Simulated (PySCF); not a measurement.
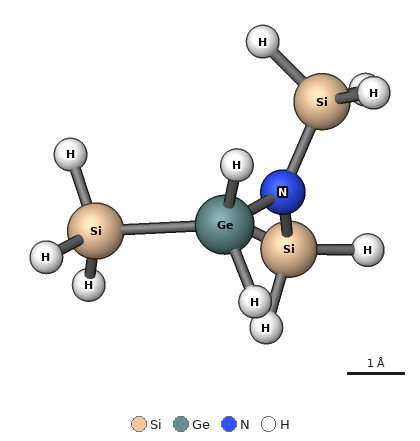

Fig. 1: The structure (ball-and-stick view, seen at a tilt). Sticks mark near contacts. Bond lengths as drawn: Ge–H 1.54 Å, Ge–N 1.87 Å, Ge–Si 2.39 Å, H–Si 1.49 to 1.50 Å and N–Si 1.75 Å.

# Run report: GeSi$_{3}$NH$_{11}$, NMR shielding calculation

System: GeSi$_{3}$NH$_{11}$, SMILES [SiH3][GeH2][N]([SiH3])[SiH3].
Method: GIAO HF/pcSseg-1 NMR shielding, non-relativistic, gas phase (PySCF 2.14.0).

The geometry comes from this level: PBE0-D3(BJ)/def2-SVP. Figures and captions count atoms from 1; the log counts them from 0 in places.

**Input**
```
{"job": {"kind": "nmr", "xc": "HF", "basis": "pcSseg-1", "pop": false}, "charge": 0, "multiplicity": 1}
Si     2.631804    -0.084789    -0.778151
Ge     0.664997     1.137344    -0.198792
N     -0.706651    -0.074406     0.168340
Si    -1.298094    -1.103628    -1.113398
Si    -1.243631    -0.249774     1.821859
H      2.345945    -0.932096    -1.976056
H      3.013373    -0.969317     0.363862
H      3.764375     0.839613    -1.090903
H      0.201679     2.079136    -1.329292
H      0.857261     1.950096     1.099394
H     -0.727803    -2.487880    -1.060830
H     -2.786958    -1.219292    -1.057849
H     -0.892315    -0.489097    -2.415913
H     -2.338331    -1.268040     1.844392
H     -1.755929     1.045282     2.367576
H     -0.142189    -0.712616     2.724903
```

The first line tells a small driver script what to run in PySCF; the rest is the geometry in Å.

Run on 1 CPU thread, shared host.

**Output**
```
final grid: 118904 points
cycle   1  E = -3002.6706652319  dE = -9.683e-01  |g| = 5.975e-01  |ddm| = 3.552e+00
cycle   2  E = -3002.7420987818  dE = -7.143e-02  |g| = 3.161e-01  |ddm| = 6.650e-01
cycle   3  E = -3002.7542347578  dE = -1.214e-02  |g| = 7.046e-02  |ddm| = 2.365e-01
cycle   4  E = -3002.7558520591  dE = -1.617e-03  |g| = 1.347e-02  |ddm| = 1.204e-01
cycle   5  E = -3002.7559176887  dE = -6.563e-05  |g| = 5.023e-03  |ddm| = 2.842e-02
cycle   6  E = -3002.7559252842  dE = -7.595e-06  |g| = 1.323e-03  |ddm| = 8.599e-03
cycle   7  E = -3002.7559260614  dE = -7.772e-07  |g| = 3.254e-04  |ddm| = 3.053e-03
cycle   8  E = -3002.7559261524  dE = -9.100e-08  |g| = 7.261e-05  |ddm| = 1.417e-03
cycle   9  E = -3002.7559261566  dE = -4.163e-09  |g| = 1.718e-05  |ddm| = 2.524e-04
cycle  10  E = -3002.7559261568  dE = -2.233e-10  |g| = 4.170e-06  |ddm| = 5.105e-05
converged SCF energy = -3002.7559261568

GIAO shielding tensors (ppm)
atom      isotropic    diamagn.    paramagn.     s11        s22        s33       span
  0 Si     486.470     875.549    -389.079    479.661    487.049    492.701     13.041
  1 Ge    1605.011    2757.399   -1152.389   1496.405   1555.043   1763.584    267.179
  2 N      310.105     340.013     -29.908    296.758    309.155    324.402     27.645
  3 Si     438.107     876.581    -438.474    403.080    411.944    499.297     96.217
  4 Si     439.358     876.169    -436.811    404.431    411.965    501.676     97.245
  5 H       28.083      28.467      -0.383     24.084     26.939     33.226      9.142
  6 H       28.142      28.348      -0.205     24.339     26.448     33.639      9.300
  7 H       28.318      27.811       0.508     24.612     25.530     34.813     10.202
  8 H       27.230      30.335      -3.105     20.604     22.867     38.219     17.615
  9 H       27.287      30.705      -3.418     20.569     23.705     37.588     17.019
 10 H       27.486      30.095      -2.610     23.982     25.258     33.218      9.236
 11 H       27.359      29.658      -2.298     23.553     25.231     33.294      9.741
 12 H       27.576      30.478      -2.901     23.632     26.610     32.487      8.855
 13 H       27.378      29.538      -2.160     23.401     25.806     32.927      9.526
 14 H       27.495      29.480      -1.985     23.684     25.374     33.427      9.742
 15 H       27.547      29.908      -2.361     23.550     25.835     33.256      9.706
```

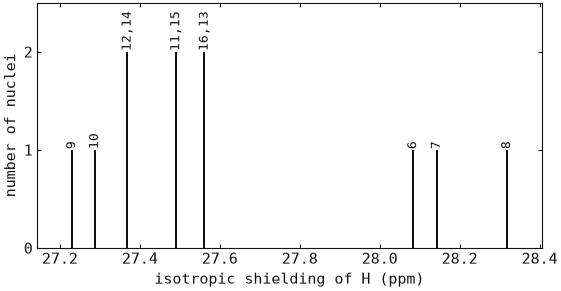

Fig. 2: Isotropic shieldings of the hydrogen nuclei in this fixed geometry, labelled by atom number; shielding grows to the right, so chemical shift grows to the left. The least shielded is H9 (27.2 ppm), the most shielded H8 (28.3 ppm).

**Results in brief**

| quantity | value |
| --- | --- |
| outcome | converged |
| total energy | −3002.755926 hartree |
| HOMO | −10.13 eV |
| LUMO | 2.75 eV |
| dipole moment | 0.84 D |
| isotropic shielding, Si | 438.1 to 486.5 ppm |
| isotropic shielding, Ge | 1605.0 ppm |
| isotropic shielding, N | 310.1 ppm |
| isotropic shielding, H | 27.2 to 28.3 ppm |
| wall time | 18 s |
| peak memory | 1.3 GiB |

**Remarks**

Spin–orbit coupling is left out, which matters for the heavy atoms.
